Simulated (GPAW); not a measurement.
# MgNi3C (Pm-3m): the Ni K absorption edge

How does the Ni K edge of MgNi3C (Pm-3m) move when the bonds are compressed or stretched?

Method: X-ray absorption from dipole matrix elements to empty bands, plane-wave PAW LDA, in GPAW 26.7.0.

## Step 1: Set-up

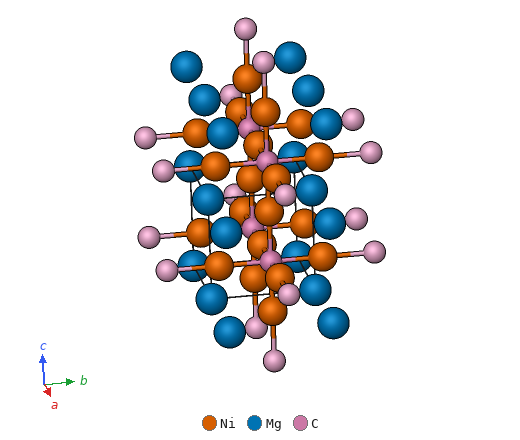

The starting structure, seen slightly off an axis (nickel orange, magnesium blue, carbon pink). 2×1×2 cells are drawn. Some periodic images of atoms are drawn too.

Coordinates:

```cif
data_structure
_symmetry_space_group_name_H-M 'Pm-3m'
_symmetry_Int_Tables_number 221
_cell_length_a 3.8089
_cell_length_b 3.8089
_cell_length_c 3.8089
_cell_angle_alpha 90.000
_cell_angle_beta 90.000
_cell_angle_gamma 90.000
_cell_volume 55.26
loop_
_atom_site_label
_atom_site_type_symbol
_atom_site_symmetry_multiplicity
_atom_site_Wyckoff_symbol
_atom_site_fract_x
_atom_site_fract_y
_atom_site_fract_z
_atom_site_occupancy
Ni1 Ni 3 c 0.50000 0.50000 0.00000 1
Mg1 Mg 1 a 0.00000 0.00000 0.00000 1
C1 C 1 b 0.50000 0.50000 0.50000 1
```

## Step 2: The field without a hole

A plain self-consistent run shows whether there is a gap and which moments survive; both decide the set-up of the core-hole run.

File scf.py:

```python
import numpy as np
from ase import Atoms
from ase.parallel import parprint, paropen
from gpaw import GPAW, PW, FermiDirac, Mixer, MixerDif, setup_paths
from gpaw.test import gen
setup_paths.insert(0, '.')
gen('Ni', name='nch1s', xcname='LDA', corehole=(1, 0, 0), write_xml=True)
from gpaw.mpi import world
world.barrier()

atoms = Atoms('Ni3MgC',
    cell=[[3.8089, 0, 0],
     [0, 3.8089, 0],
     [0, 0, 3.8089]],
    scaled_positions=[[0.5, 0.5, 0],
     [0.5, 0, 0.5],
     [0, 0.5, 0.5],
     [0, 0, 0],
     [0.5, 0.5, 0.5]],
    magmoms=[2.0, 2.0, 2.0, 0.0, 0.0],
    pbc=True)
atoms.calc = calc = GPAW(legacy_gpaw=True, mode=PW(430), xc='LDA', setups={0: 'nch1s'},
    kpts={'size': (7, 7, 7), 'gamma': True}, occupations=FermiDirac(0.05),
    charge=0, mixer=MixerDif(0.05, 8, 50), maxiter=150,
    convergence={'density': 0.0001}, txt='scf.txt')
energy = atoms.get_potential_energy() + calc.get_reference_energy()
ef = calc.get_fermi_level()
out = dict(energy=energy, fermi=ef, forces=atoms.get_forces().tolist(), magmoms=atoms.get_magnetic_moments().tolist())
parprint(f'all-electron energy {energy:.4f} eV, Fermi level {ef:.4f} eV')
ev = np.array([[calc.get_eigenvalues(k, s) for k in range(len(calc.get_ibz_k_points()))] for s in range(calc.get_number_of_spins())])
out['homo'], out['lumo'], out['counts'] = ev[ev < ef].max(), ev[ev > ef].min(), sorted(set((ev < ef).sum((0, 2)).tolist()))
out['filled'] = (ev[:, 0] < ef).sum(1).tolist()
import json
with paropen('out.json', 'w') as f:
    json.dump(out, f)
```

Started as:

```bash
$ OMP_NUM_THREADS=1 mpirun -n 2 gpaw python scf.py
```

Numbers of over 12 decimals in the logs are rounded to 6 here.

What it wrote:

```text
Input parameters:
  convergence: {density: 0.0001}
  kpts: {gamma: True,
         size: (7, 7, 7)}
  maxiter: 150
  mixer: {backend: pulay,
          beta: 0.05,
          method: difference,
          nmaxold: 8,
          weight: 50}
  mode: {ecut: 430.0,
         name: pw}
  occupations: {fixmagmom: False,
                name: fermi-dirac,
                width: 0.05}
  setups: {0: nch1s}

Initialize ...

[... PAW data sets ...]

Reference energy: -130347.820164  # eV

Spin-polarized calculation.
Initial magnetic moment: 6.000000

[... convergence settings ...]
Symmetries present (total): 16
  [... symmetry matrices ...]

343 k-points: 7 x 7 x 7 Monkhorst-Pack grid
40 k-points in the irreducible part of the Brillouin zone
       k-points in crystal coordinates                weights
   0:     0.00000000    0.00000000    0.00000000          1/343
   1:     0.00000000    0.00000000    0.14285714          2/343
   2:     0.00000000    0.00000000    0.28571429          2/343
   3:     0.00000000    0.00000000    0.42857143          2/343
   4:     0.14285714    0.00000000    0.00000000          4/343
   5:     0.14285714    0.00000000    0.14285714          8/343
   6:     0.14285714    0.00000000    0.28571429          8/343
   7:     0.14285714    0.00000000    0.42857143          8/343
   8:     0.14285714    0.14285714    0.00000000          4/343
   9:     0.14285714    0.14285714    0.14285714          8/343
          ...
  39:     0.42857143    0.42857143    0.42857143          8/343

Wave functions: Plane wave expansion
  Cutoff energy: 430.000 eV
  Number of coefficients (min, max): 1094, 1141
  Pulay-stress correction: 0.000000 eV/Ang^3 (de/decut=0.000000)
  Using FFTW library
  Wavefunction extrapolation:
    Improved wavefunction reuse through dual PAW basis

Occupation numbers: Fermi-Dirac:
  width: 0.0500  # eV

Eigensolver
   Davidson(niter=2)

Densities:
  Coarse grid: 20*20*20 grid
  Fine grid: 40*40*40 grid
  Total Charge: 0.000000

Density mixing:
  Method: difference
  Backend: pulay
  Linear mixing parameter: 0.05
  old densities: 8
  Width of damping distribution: 1.1
  Damping of long wavelength oscillations: 50

[... Hamiltonian set-up ...]
Number of atoms: 5
Number of atomic orbitals: 48
Number of bands in calculation: 45
Number of valence electrons: 62
Bands to converge: occupied

... initialized

Initializing position-dependent things.

Density initialized from atomic densities
Creating initial wave functions:
  45 bands from LCAO basis set

Positions:
   0 Ni     1.904450    1.904450    0.000000    ( 0.0000,  0.0000,  2.0000)
   1 Ni     1.904450    0.000000    1.904450    ( 0.0000,  0.0000,  2.0000)
   2 Ni     0.000000    1.904450    1.904450    ( 0.0000,  0.0000,  2.0000)
   3 Mg     0.000000    0.000000    0.000000    ( 0.0000,  0.0000,  0.0000)
   4 C      1.904450    1.904450    1.904450    ( 0.0000,  0.0000,  0.0000)

Unit cell:
           periodic     x           y           z      points  spacing
  1. axis:    yes    3.808900    0.000000    0.000000    20     0.1904
  2. axis:    yes    0.000000    3.808900    0.000000    20     0.1904
  3. axis:    yes    0.000000    0.000000    3.808900    20     0.1904

  Lengths:   3.808900   3.808900   3.808900
  Angles:   90.000000  90.000000  90.000000

Effective grid spacing dv^(1/3) = 0.1904

iter:   1   -37.673550                   +6.0066
iter:   2   -38.432499   -0.53  -1.40    +3.2108
iter:   3   -37.959061   -1.05  -1.47    +1.3906
iter:   4   -37.949380   -2.34  -1.87    +0.9892
iter:   5   -37.991259   -2.86  -1.95    +0.3149
iter:   6   -38.063595   -2.73  -2.07    -0.0574
iter:   7   -38.011782   -2.79  -2.13    -0.0709
iter:   8   -38.012577   -4.32  -2.65    -0.0625
iter:   9   -38.008210c  -4.24  -2.71    -0.0508
iter:  10   -38.007720c  -5.47  -3.47    -0.0480
iter:  11   -38.007754c  -6.06  -3.78    -0.0319
iter:  12   -38.007778c  -6.21  -4.26c   +0.0022
iter:  13   -38.007745c  -6.94  -4.52c   +0.0064
iter:  14   -38.007764c  -7.60c -4.58c   +0.0049

Converged after 14 iterations.

Dipole moment: (-0.000000, -0.000000, -0.000000) |e|*Ang

Total magnetic moment: (0.000000, 0.000000, 0.004892)
Local magnetic moments:
   0 Ni ( 0.000000,  0.000000,  0.001631)
   1 Ni ( 0.000000,  0.000000,  0.001633)
   2 Ni ( 0.000000,  0.000000,  0.001633)
   3 Mg ( 0.000000,  0.000000, -0.000036)
   4 C  ( 0.000000,  0.000000,  0.000137)

Energy contributions relative to reference atoms: (reference = -130347.820164)

Kinetic:        +23.106840
Potential:      -15.210893
External:        +0.000000
XC:             -45.964828
Entropy (-ST):   -0.037388
Local:           +0.079811
SIC:             +0.000000
--------------------------
Free energy:    -38.026458
Extrapolated:   -38.007764

Spin contamination: 0.000267 electrons
Showing only first 2 kpts
                      Up                     Down
 Kpt  Band  Eigenvalues  Occupancy  Eigenvalues  Occupancy
  0    29      6.72496    1.00000      6.72705    1.00000
  0    30      6.72496    1.00000      6.72705    1.00000
  0    31      7.00871    0.99990      7.01035    0.99990
  0    32     10.87172    0.00000     10.87281    0.00000

  1    29      6.85942    0.99999      6.86139    0.99999
  1    30      6.85942    0.99999      6.86139    0.99999
  1    31      6.93724    0.99998      6.93886    0.99998
  1    32     11.00057    0.00000     11.00161    0.00000

Fermi level: 7.46899

No gap
No difference between direct/indirect transitions

Forces in eV/Ang:
  0 Ni    0.00000   -0.00000    0.00000
  1 Ni   -0.00000   -0.00000    0.00000
  2 Ni   -0.00000   -0.00000    0.00000
  3 Mg   -0.00000   -0.00000    0.00000
  4 C     0.00000    0.00000    0.00000
Scalar-relativistic atomic LDA calculation for Ni (Nickel, Z=28)
Core hole in 1s state (1s occupation: 2.0)
600 radial gridpoints.
|------------------------------------------------|
|------------------------------------------------|
[... the atom generator's iteration count ...]

Energy contributions:
-------------------------
Kinetic:    +1537.751258
XC:           -60.699976
Potential:  -2994.820198
-------------------------
Total:      -1517.768916

state      eigenvalue         ekin         rmax
-----------------------------------------------
1s^2.0 :  -301.035028   388.934024        0.035
2s^2.0 :   -35.997604    72.392377        0.205
2p^6.0 :   -31.023259    70.728959        0.165
3s^2.0 :    -4.059448    15.962886        0.640
3p^6.0 :    -2.618967    14.035345        0.646
3d^8.0 :    -0.335915     8.991402        0.627
4s^2.0 :    -0.215280     1.327822        2.220
4p^0.0 :    -0.049170     0.563687        3.144
-----------------------------------------------
(units: Bohr and Hartree)

Generating PAW setup
Kinetic energy of the core from tauc = 1391.507298
Cutoffs:
rc(s)=2.200
rc(p)=2.280
rc(d)=2.150
rc(vbar)=2.220
rc(comp)=2.180
rc(nct)=2.280

Kinetic energy of the core states: 1378.952329
Charge: 0.0
Core electrons: 12.0
Valence electrons: 16.0
Pseudo-core charge: 0.043714
Shape function alpha=2.104
Pseudo-electron charge 4.284307
state    eigenvalue         norm
--------------------------------
4s(2) :    -0.215280     1.060160
*s    :     0.784720
3p(6) :    -2.618967     0.052480
4p(0) :    -0.049170     1.003908
3d(8) :    -0.335915     0.225674
*d    :     0.664085
--------------------------------

Diagonalizing with gridspacing h=0.050

state   all-electron     PAW
-------------------------------
4s:      -0.215280    -0.215531
3p:      -2.618967    -2.619713
3d:      -0.335915    -0.336667
*f:                    0.071842
-------------------------------
all-electron energy -130385.8279 eV, Fermi level 7.4690 eV
```

Elapsed: 35 s, on 2 MPI ranks of Arm Neoverse V2, shared host; peak memory 0.28 GiB.

The mesh shows no gap, so the system is treated as a metal and the core electron is put at the Fermi level (neutral cell).

## Step 3: Reference energy of the supercell

The photon energy needs a difference of total energies, so the cell and mesh of the coming hole run are first run without a hole.

Edit scf.py of step 2 so:

```diff
@@ -10,15 +10,20 @@
 
-atoms = Atoms('Ni3MgC',
-    cell=[[3.8089, 0, 0],
-     [0, 3.8089, 0],
-     [0, 0, 3.8089]],
-    scaled_positions=[[0.5, 0.5, 0],
+atoms = Atoms('Ni6Mg2C2',
+    cell=[[3.8089, 0, 3.8089],
+     [0, 3.8089, 3.8089],
+     [-3.8089, 0, 3.8089]],
+    scaled_positions=[[0, 0.5, 0.5],
+     [0.5, 0.5, 0],
+     [0.5, 0, 0],
+     [0, 0, 0.5],
+     [0, 0.5, 0],
+     [0.5, 0.5, 0.5],
+     [0, 0, 0],
      [0.5, 0, 0.5],
-     [0, 0.5, 0.5],
-     [0, 0, 0],
-     [0.5, 0.5, 0.5]],
-    magmoms=[2.0, 2.0, 2.0, 0.0, 0.0],
+     [0.25, 0.5, 0.75],
+     [0.75, 0.5, 0.25]],
+    magmoms=[2.0, 2.0, 2.0, 2.0, 2.0, 2.0, 0.0, 0.0, 0.0, 0.0],
     pbc=True)
 atoms.calc = calc = GPAW(legacy_gpaw=True, mode=PW(430), xc='LDA', setups={0: 'nch1s'},
-    kpts={'size': (7, 7, 7), 'gamma': True}, occupations=FermiDirac(0.05),
+    kpts={'size': (4, 4, 4), 'gamma': True}, occupations=FermiDirac(0.1),
     charge=0, mixer=MixerDif(0.05, 8, 50), maxiter=150,
```

What it wrote:

```text
Input parameters:
  convergence: {density: 0.0001}
  kpts: {gamma: True,
         size: (4, 4, 4)}
  maxiter: 150
  mixer: {backend: pulay,
          beta: 0.05,
          method: difference,
          nmaxold: 8,
          weight: 50}
  mode: {ecut: 430.0,
         name: pw}
  occupations: {fixmagmom: False,
                name: fermi-dirac,
                width: 0.1}
  setups: {0: nch1s}

Initialize ...

[...]
*s    :     0.784720
3p(6) :    -2.618967     0.052480
4p(0) :    -0.049170     1.003908
3d(8) :    -0.335915     0.225674
*d    :     0.664085
--------------------------------

Diagonalizing with gridspacing h=0.050

state   all-electron     PAW
-------------------------------
4s:      -0.215280    -0.215531
3p:      -2.618967    -2.619713
3d:      -0.335915    -0.336667
*f:                    0.071842
-------------------------------
all-electron energy -260771.6696 eV, Fermi level 7.4921 eV
[key lines of the parts left out:]
Converged after 14 iterations.
Dipole moment: (0.000000, -0.000000, -0.000000) |e|*Ang
Free energy:    -76.159053
Fermi level: 7.49211
```

Run time: 1.8 min. Hardware: 2 MPI ranks; peak memory 0.44 GiB.

Reference energy: -260771.670 eV with the cores included.

(Continued in part 2 of 3.)

[Banner, clock and machine lines of the logs are left out without a mark of their own.]

[Logs are printed without paths, hosts, clocks, repeated set-up lines and the standing remarks that a program may print on its own settings, such as how far it seeks lower states.]

[Hosts, paths, dates, database ids (printed as entryN), source tags and the programs' standing remarks are cut or masked in the printed files.]

[Lists of maxima count a maximum above −3 eV only where it reaches 4 % of the highest in the window and stands out from its surroundings by 2 % of it (1.5 % where it reaches 55 %); shoulders and weaker maxima are passed over, and of the rest the first, up to two pre-edge ones and the few strongest are named.]
